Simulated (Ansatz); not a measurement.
# CsNaCaH4 (built on the sites of a database entry of Cs2CaH4): following an unstable mode

Which phase does CsNaCaH4 (built on the sites of a database entry of Cs2CaH4) fall into along its unstable mode, and how much energy does it gain?

Calculated with Ansatz 0.2.0; DFT PBE+D3(BJ), scalar-relativistic, plane waves, PAW.

**1. The structure**

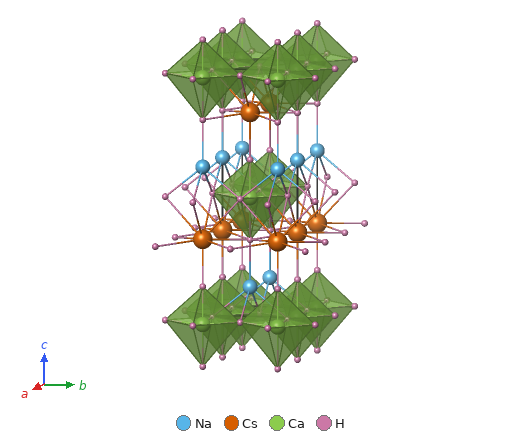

The starting structure, seen slightly off an axis (sodium blue, caesium orange, calcium green, hydrogen pink). 2×1×1 cells are drawn. This picture shows the conventional cell, with its axes. Some periodic images of atoms are drawn too.

**2. The mode frozen in, largest atomic shift 0 Å**

The mode followed lies at Γ with frequency 218.6i cm⁻¹ and is 2-fold degenerate, one of the unstable modes though not the softest. At small amplitude the distorted cell has space group no. 8 by a symmetry search on the positions. The undistorted cell that holds it gives the zero of energy on the same k mesh.

The input, input.yaml:

```yaml
crystal:
  lattice:
    - [-2.1944327844, 2.1944327844, 7.0405900667]
    - [2.1944327844, -2.1944327844, 7.0405900667]
    - [2.1944327844, 2.1944327844, -7.0405900667]
  atoms:
    - { symbol: Na, position: [0.6392962427, 0.6392962427, 0.0] }
    - { symbol: Cs, position: [0.3461629923, 0.3461629923, 0.0] }
    - { symbol: Ca, position: [0.0010335969, 0.0010335969, 0.0] }
    - { symbol: H, position: [0.830625601, 0.830625601, 0.0] }
    - { symbol: H, position: [0.154707853, 0.154707853, 0.0] }
    - { symbol: H, position: [0.014086857, 0.514086857, 0.5] }
    - { symbol: H, position: [0.514086857, 0.014086857, 0.5] }
kpoints:
  mp_grid: { grid: [8, 8, 8] }
hamiltonian:
  xc: pbe
  dispersion: d3bj
scf:
  occupations: { method: gaussian, width: 0.02 }
output:
  forces: true
  stress: true
  eigenvalues: true
```

Run with:

```sh
$ ansatz run input.yaml --threads 8 --pin off --max-ram 14336MiB --backend cpu --events-out ev --progress --plain --runs-dir out
```

Numbers of over 12 decimals in the logs are rounded to 6 here.

What it wrote:

```text
[...]
k-point 0: bands = [... 12 lower, -0.8278, 1.2948, 1.3289, 2.2179, 7.0262, 7.1419, 7.8988, 7.8988, ... 2 higher]
  k-point 1: bands = [... 12 lower, -0.5718, 1.3595, 1.4938, 2.2894, 6.2974, 6.9632, 7.4352, 7.8190, ... 2 higher]
  k-point 2: bands = [... 12 lower, 0.0786, 1.4237, 1.7017, 2.4167, 5.5611, 6.7796, 6.7950, 7.2159, ... 2 higher]
  k-point 58: bands = [... 12 lower, -0.4073, 0.9997, 1.3220, 1.8080, 7.3418, 7.7383, 7.7383, 8.1504, ... 2 higher]
[key lines of the parts left out:]
SCF converged after 6 iterations
Free energy (F): -9040.006359 eV
Fermi energy:    3.818496 eV
P = ⅓ Tr σ = -0.0006 GPa (-0.006 kbar)
```

The job ended after 2.3 s (8 threads of Arm Neoverse V2, shared host; peak memory 0.53 GiB).

This step gave:

| Item | Value |
| --- | --- |
| pressure | -6.06e-4 GPa |
| gap on the k-mesh | 2.803 eV |
| volume per atom | 19.37 Å³ |
| energy from the undistorted cell | 0 meV/atom |

At this level the gap is 2.80 eV on the k-mesh of the self-consistent run, which can miss the band edges.

**3. The mode frozen in, largest atomic shift 0.6 Å**

The atoms are moved along the unstable eigenvector, the largest shift by 0.6 Å, with the cell fixed.

input.yaml, the sections that differ from step 2:

```yaml
crystal:
  lattice:
    - [-2.1944327844, 2.1944327844, 7.0405900667]
    - [2.1944327844, -2.1944327844, 7.0405900667]
    - [2.1944327844, 2.1944327844, -7.0405900667]
  atoms:
    - { symbol: Na, position: [0.6508623427, 0.6508623427, 0.0231322001] }
    - { symbol: Cs, position: [0.3461201219, 0.3461201219, -8.57407e-05] }
    - { symbol: Ca, position: [-0.0029928615, -0.0029928615, -0.0080529169] }
    - { symbol: H, position: [0.8223852961, 0.8223852961, -0.0164806099] }
    - { symbol: H, position: [0.0580395769, 0.0580395769, -0.1933365523] }
    - { symbol: H, position: [0.0285574665, 0.5064773446, 0.506861097] }
    - { symbol: H, position: [0.5064773446, 0.0285574665, 0.506861097] }
# kpoints, hamiltonian, scf, output: as in step 2
```

What it wrote:

```text
[...]
Crystal: 7 atoms, lattice volume = 135.617 Å³
Basis set: ecut = 420 eV, 2703 PW (Γ), FFT grids on a1+a3, a2+a3, a3, exchange–correlation on 60×60×108 points (8 copies of the dense FFT grid, shifted against one another)
Bands: 23, of which v1, the nominal top of the filled ones, is band 16 counted from 1 (15 counted from 0)
Symmetry: 2 space group operations
[...]
k-point 0: bands = [... 12 lower, -0.8423, 1.3206, 1.3422, 2.2079, 6.9356, 7.1375, 7.8820, 7.9172, ... 2 higher]
  k-point 1: bands = [... 12 lower, -0.5873, 1.3725, 1.5202, 2.2690, 6.3108, 6.9574, 7.4037, 7.8443, ... 2 higher]
  k-point 2: bands = [... 12 lower, 0.0572, 1.4363, 1.7351, 2.3723, 5.6421, 6.7642, 6.7698, 7.2247, ... 2 higher]
  k-point 149: bands = [... 12 lower, -0.4279, 0.9772, 1.3351, 1.8832, 7.1901, 7.3524, 7.7213, 8.2197, ... 2 higher]
[key lines of the parts left out:]
SCF converged after 6 iterations
Free energy (F): -9040.030737 eV
Fermi energy:    3.838765 eV
P = ⅓ Tr σ = -0.1258 GPa (-1.258 kbar)
```

The job ended after 4.3 s (8 threads; peak memory 0.72 GiB; 33 s of CPU time).

Numbers from this step:

- pressure: -0.1258 GPa
- gap on the k-mesh: 2.655 eV
- energy from the undistorted cell: -3.483 meV/atom

The energy, extrapolated to zero smearing, is -3.48 meV/atom against the undistorted cell.

The run ends at a pressure of -0.13 GPa, with forces up to 0.26 eV/Å.

**4. Energy along the mode, all amplitudes (two of the runs are shown above)**

An imaginary frequency means negative curvature, so the energy should fall and then rise again as anharmonic terms take over.

This step gave:

| Quantity | Value |
| --- | --- |
| depth at the lowest point sampled | 3.483 meV/atom |
| largest atomic shift at that point | 0.6 Å |

Table of energy from the parent by largest shift of an atom, one sign:

| largest shift of an atom, one sign (Å) | energy from the parent (meV/atom) |
| --- | --- |
| 0.000 | 0 |
| 0.040 | -0.029 |
| 0.080 | -0.115 |
| 0.140 | -0.347 |
| 0.220 | -0.827 |
| 0.320 | -1.63 |
| 0.450 | -2.76 |
| 0.600 | -3.48 |

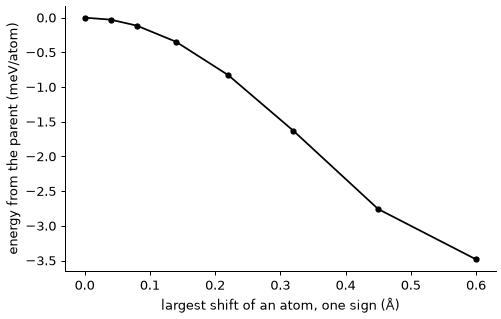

Energy from the parent against largest shift of an atom, one sign.

Displacement at unit largest shift by atom:

| atom | x (Å) | y (Å) | z (Å) | size |
| --- | --- | --- | --- | --- |
| Na1 | 0.085 | 0.085 | 0.000 | 0.120 |
| Cs2 | 0.000 | 0.000 | 0.000 | 0.000 |
| Ca3 | -0.029 | -0.029 | 0.000 | 0.041 |
| H4 | -0.060 | -0.060 | 0.000 | 0.085 |
| H5 | -0.707 | -0.707 | 0.000 | 1.000 |
| H6 | -0.056 | 0.106 | 0.000 | 0.120 |
| H7 | 0.106 | -0.056 | 0.000 | 0.120 |

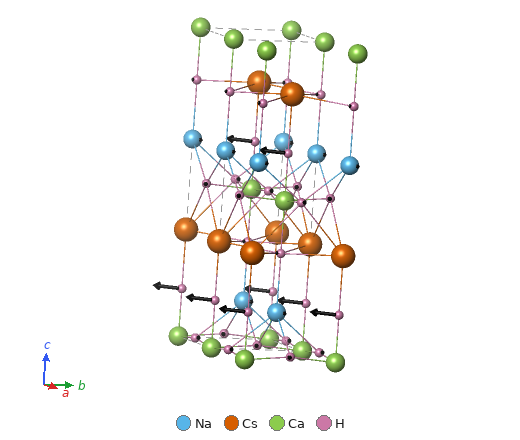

Displacement at unit largest shift as arrows, the longest 1.000 Å. 2×1×1 conventional cells are drawn. Some periodic images of atoms are drawn too.

The lowest of the steps tried is the last one, at 0.6 Å, 3.48 meV/atom below the parent; the bottom of the well need not coincide with a step.

**5. Relaxing from the distorted cell**

Starting from the lowest point found, all atoms and the cell are let go, so that strain and other modes of the same symmetry can join in.

Edit input.yaml of step 3 so:

```diff
@@ -19,3 +19,3 @@
 scf:
-  occupations: { method: gaussian, width: 0.02 }
+  occupations: { method: fixed }
 output:
@@ -24 +24,6 @@
   eigenvalues: true
+relax:
+  adjacent_minimum: "off"
+  f_tol: 0.002
+  max_steps: 120
+  cell: { stress_tol: 0.03 }
```

What it wrote:

```text
[...]
Crystal: 7 atoms, lattice volume = 135.617 Å³
Basis set: ecut = 420 eV, 2703 PW (Γ), FFT grids on a1+a3, a2+a3, a3, exchange–correlation on 60×60×108 points (8 copies of the dense FFT grid, shifted against one another)
Bands: 23, of which v1, the nominal top of the filled ones, is band 16 counted from 1 (15 counted from 0)
Symmetry: 2 space group operations
[...]
k-points: 150 of 512 (time reversal used)
[...]
SCF iter   1: F=—  HF=-9040.030501 eV  |F-HF|=—  |Δ(HF+E_count)|=         —  Δρ=1.28e-3  dr2=3.56e-3  ethr=1.77e-3  ⟨swp⟩=4.4  Hψ=15793  notcnv=0  defer=705
[...]
SCF iter   6: F=-9040.030737 eV  HF=-9040.030737 eV  |F-HF|=2.93e-8  |Δ(HF+E_count)|=   4.63e-7  Δρ=3.85e-6  dr2=2.36e-8  ethr=3.13e-10  ⟨swp⟩=13.1  Hψ=23313  notcnv=0
SCF 1 converged in 6 iterations: F = -9040.030737 eV  dr2 = 2.36e-8
[...]
relax step   1: F+E_penalty+E_count = -9040.03073690 eV  Δ(F+E_penalty+E_count) = +0.000e0 eV  max|allowed force component| = 1.527e-1 eV/Å  Δτ_max = 0.0000 Å  P = -0.126 GPa  Ω = 135.617 Å³  (6 SCF iters, dr2 threshold 1.00e-7 eV, accepted)
Crystal: 7 atoms, lattice volume = 135.356 Å³
Basis set: ecut = 420 eV, 2685 PW (Γ), FFT grids on a1+a3, a2+a3, a3, exchange–correlation on 60×60×108 points (8 copies of the dense FFT grid, shifted against one another)
[...]
iter 1 solved again at ethr=1.26e-4 eV; its pass at ethr=3.10e-3 eV (dr2=4.04e-2 eV) is discarded
[...]
SCF iter   6: F=-9040.007297 eV  HF=-9040.007297 eV  |F-HF|=7.13e-8  |Δ(HF+E_count)|=   1.68e-6  Δρ=5.68e-6  dr2=5.28e-8  ethr=2.19e-9  ⟨swp⟩=10.6  Hψ=21347  notcnv=0
SCF 2 converged in 6 iterations: F = -9040.007297 eV  dr2 = 5.28e-8
relax step   2: F+E_penalty+E_count = -9040.00729704 eV  Δ(F+E_penalty+E_count) = +2.344e-2 eV  max|allowed force component| = 3.633e-1 eV/Å  Δτ_max = 0.1634 Å  P = +0.325 GPa  Ω = 135.356 Å³  energy of the carried Pulay correction = +8.874e-5 eV  (6 SCF iters, dr2 threshold 7.00e-7 eV, rejected (line search))
Crystal: 7 atoms, lattice volume = 135.774 Å³
Basis set: ecut = 420 eV, 2693 PW (Γ), FFT grids on a1+a3, a2+a3, a3, exchange–correlation on 60×60×108 points (8 copies of the dense FFT grid, shifted against one another)
[...]
SCF iter   9: F=-9040.061174 eV  HF=-9040.061174 eV  |F-HF|=7.28e-12  |Δ(HF+E_count)|=  2.40e-10  Δρ=8.53e-8  dr2=1.07e-11  ethr=1.00e-12  ⟨swp⟩=12.6  Hψ=24426  notcnv=0
SCF 3 converged in 9 iterations: F = -9040.061174 eV  dr2 = 1.07e-11
relax step   3: F+E_penalty+E_count = -9040.06117365 eV  Δ(F+E_penalty+E_count) = -3.044e-2 eV  max|allowed force component| = 6.560e-2 eV/Å  Δτ_max = 0.0797 Å  P = +0.010 GPa  Ω = 135.774 Å³  energy of the carried Pulay correction = -5.336e-5 eV  (9 SCF iters, accepted)
[... from here on, the SCF cycles and remarks between the steps are left out ...]
relax step   4: F+E_penalty+E_count = -9040.07216170 eV  Δ(F+E_penalty+E_count) = -1.099e-2 eV  max|allowed force component| = 5.498e-2 eV/Å  Δτ_max = 0.0502 Å  P = -0.054 GPa  Ω = 136.550 Å³  energy of the carried Pulay correction = -3.165e-4 eV  (5 SCF iters, dr2 threshold 3.83e-7 eV, accepted)
relax step   5: F+E_penalty+E_count = -9040.09737360 eV  Δ(F+E_penalty+E_count) = -2.521e-2 eV  max|allowed force component| = 6.059e-2 eV/Å  Δτ_max = 0.1471 Å  P = -0.034 GPa  Ω = 137.751 Å³  energy of the carried Pulay correction = -7.209e-4 eV  (6 SCF iters, dr2 threshold 2.41e-7 eV, accepted)
relax step   6: F+E_penalty+E_count = -9040.09939754 eV  Δ(F+E_penalty+E_count) = -2.024e-3 eV  max|allowed force component| = 1.329e-1 eV/Å  Δτ_max = 0.1909 Å  P = -0.001 GPa  Ω = 139.538 Å³  energy of the carried Pulay correction = -1.316e-3 eV  (6 SCF iters, dr2 threshold 3.03e-7 eV, accepted)
relax step   7: F+E_penalty+E_count = -9040.11666245 eV  Δ(F+E_penalty+E_count) = -1.726e-2 eV  max|allowed force component| = 4.274e-2 eV/Å  Δτ_max = 0.0817 Å  P = -0.007 GPa  Ω = 137.908 Å³  energy of the carried Pulay correction = -7.736e-4 eV  (5 SCF iters, dr2 threshold 7.00e-7 eV, accepted)
relax step   8: F+E_penalty+E_count = -9040.11776056 eV  Δ(F+E_penalty+E_count) = -1.098e-3 eV  max|allowed force component| = 7.061e-2 eV/Å  Δτ_max = 0.0532 Å  P = +0.068 GPa  Ω = 137.343 Å³  energy of the carried Pulay correction = -5.840e-4 eV  (5 SCF iters, dr2 threshold 3.13e-7 eV, accepted)
relax step   9: F+E_penalty+E_count = -9040.11939067 eV  Δ(F+E_penalty+E_count) = -1.630e-3 eV  max|allowed force component| = 2.334e-2 eV/Å  Δτ_max = 0.0226 Å  P = +0.043 GPa  Ω = 137.827 Å³  energy of the carried Pulay correction = -7.463e-4 eV  (5 SCF iters, dr2 threshold 3.12e-7 eV, accepted)
relax step  10: F+E_penalty+E_count = -9040.11942728 eV  Δ(F+E_penalty+E_count) = -3.661e-5 eV  max|allowed force component| = 1.958e-2 eV/Å  Δτ_max = 0.0126 Å  P = +0.005 GPa  Ω = 138.069 Å³  energy of the carried Pulay correction = -8.276e-4 eV  (6 SCF iters, dr2 threshold 3.40e-8 eV, accepted)
relax step  11: F+E_penalty+E_count = -9040.11953560 eV  Δ(F+E_penalty+E_count) = -1.083e-4 eV  max|allowed force component| = 1.260e-2 eV/Å  Δτ_max = 0.0064 Å  P = +0.003 GPa  Ω = 138.022 Å³  energy of the carried Pulay correction = -8.117e-4 eV  (5 SCF iters, dr2 threshold 2.40e-8 eV, accepted)
relax step  12: F+E_penalty+E_count = -9040.11957630 eV  Δ(F+E_penalty+E_count) = -4.070e-5 eV  max|allowed force component| = 2.956e-3 eV/Å  Δτ_max = 0.0041 Å  P = +0.002 GPa  Ω = 138.035 Å³  energy of the carried Pulay correction = -8.162e-4 eV  (5 SCF iters, dr2 threshold 9.92e-9 eV, accepted)
relax step  13: F+E_penalty+E_count = -9040.11957274 eV  Δ(F+E_penalty+E_count) = +3.557e-6 eV  max|allowed force component| = 4.127e-4 eV/Å  Δτ_max = 0.0009 Å  P = +0.000 GPa  Ω = 138.056 Å³  energy of the carried Pulay correction = -8.230e-4 eV  (5 SCF iters, dr2 threshold 5.46e-10 eV, accepted)
relax step  14: F+E_penalty+E_count = -9040.12179309 eV  Δ(F+E_penalty+E_count) = -2.220e-3 eV  max|allowed force component| = 4.120e-4 eV/Å  Δτ_max = 0.0000 Å  P = +0.012 GPa  Ω = 138.056 Å³  stress off target by 4.43e-2 GPa  SCF on the basis re-selected at this cell (its energy is not comparable with the rows above)  (7 SCF iters)
relax step  15: F+E_penalty+E_count = -9040.12180152 eV  Δ(F+E_penalty+E_count) = -8.424e-6 eV  max|allowed force component| = 7.075e-4 eV/Å  Δτ_max = 0.0007 Å  P = +0.007 GPa  Ω = 138.099 Å³  energy of the carried Pulay correction = -1.509e-5 eV  (4 SCF iters, dr2 threshold 4.90e-9 eV, accepted)
relax step  16: F+E_penalty+E_count = -9040.12179779 eV  Δ(F+E_penalty+E_count) = +3.730e-6 eV  max|allowed force component| = 9.706e-4 eV/Å  Δτ_max = 0.0020 Å  P = -0.004 GPa  Ω = 138.175 Å³  energy of the carried Pulay correction = -4.142e-5 eV  (7 SCF iters, accepted)
[...]
SCF iter   5: F=-9040.121841 eV  HF=-9040.121841 eV  |F-HF|=2.55e-11  |Δ(HF+E_count)|=  7.62e-10  Δρ=8.11e-8  dr2=6.10e-12  ethr=1.00e-12  ⟨swp⟩=14.2  Hψ=24630  notcnv=0
SCF 17 converged in 5 iterations: F = -9040.121841 eV  dr2 = 6.10e-12
relax step  17: F+E_penalty+E_count = -9040.12184054 eV  Δ(F+E_penalty+E_count) = -4.275e-5 eV  max|allowed force component| = 9.739e-4 eV/Å  Δτ_max = 0.0000 Å  P = -0.004 GPa  Ω = 138.175 Å³  stress off target by 9.18e-3 GPa  SCF on the basis re-selected at this cell (its energy is not comparable with the rows above)  (5 SCF iters)
[...]
SCF converged after 5 iterations
Free energy (F): -9040.121841 eV
[...]
Internal energy: -9040.121841 eV  (E = F + TS)
E sigma→0 (E₀):  -9040.121841 eV
Fermi energy:    2.207174 eV
[...]
--- Forces (eV/Å), atoms counted from 1 ---
  atom   1  Na     0.00045988     0.00045988     0.00025669
  atom   2  Cs     0.00097378     0.00097378    -0.00004192
  atom   3  Ca     0.00056823     0.00056823    -0.00079390
  atom   4  H     -0.00058491    -0.00058491     0.00052737
  atom   5  H     -0.00064313    -0.00064313     0.00061053
  atom   6  H     -0.00054609    -0.00022856    -0.00027686
  atom   7  H     -0.00022856    -0.00054609    -0.00027686
  max |Σ_I F_I| component: 5.04e-6 eV/Å
--- Stress (GPa, compression-positive) ---
       -0.001726       0.002369      -0.001313
        0.002369      -0.001726      -0.001313
       -0.001313      -0.001313      -0.008826
  P = ⅓ Tr σ = -0.0041 GPa (-0.041 kbar)
--- Band table (eV; the first three rows and the last of 150) ---
  k-point 0: bands = [... 12 lower, -0.8239, 1.2121, 1.3460, 2.0219, 6.7426, 7.0274, 7.6956, 7.7115, ... 3 higher]
  k-point 1: bands = [... 12 lower, -0.5852, 1.3344, 1.3864, 2.0626, 6.1705, 6.8201, 7.2027, 7.6986, ... 3 higher]
  k-point 2: bands = [... 12 lower, 0.0105, 1.4616, 1.4738, 2.0988, 5.5665, 6.6124, 6.6242, 7.2133, ... 3 higher]
  k-point 149: bands = [... 12 lower, -0.3331, 0.7761, 1.3392, 1.7080, 7.1450, 7.1552, 7.5927, 7.9830, ... 3 higher]
--- Relaxed structure (15 steps of the walk, 14 accepted, 2 SCFs on fresh bases) ---
  F+E_penalty+E_count = -9040.12184054 eV   max|allowed force component| = 9.739e-4 eV/Å   (the final SCF, on the basis selected at the relaxed cell)
  cell:  # Å, volume = 138.1753 Å³
    - [-1.932745, 2.456786, 6.896214]
    - [2.456786, -1.932745, 6.896214]
    - [2.026479, 2.026479, -6.732879]
  atoms:
    - { symbol: Na, position: [0.718238, 0.718238, 0.133929] }
    - { symbol: Cs, position: [0.357967, 0.357967, 0.027704] }
    - { symbol: Ca, position: [-0.014284, -0.014284, -0.029167] }
    - { symbol: H, position: [0.830054, 0.830054, 0.00381541] }
    - { symbol: H, position: [0.063192, 0.063192, -0.188078] }
    - { symbol: H, position: [-0.036518, 0.490801, 0.435348] }
    - { symbol: H, position: [0.490801, -0.036518, 0.435348] }
```

The job ended after 91 s (8 threads; peak memory 0.83 GiB; 12 min of CPU time).

(Part 1 of 2 ends here.)

[Logs are printed without paths, hosts, clocks, repeated set-up lines and the standing remarks that a program may print on its own settings, such as how far it seeks lower states.]

[Hosts, paths, dates, database ids (printed as entryN), source tags and the programs' standing remarks are cut or masked in the printed files.]
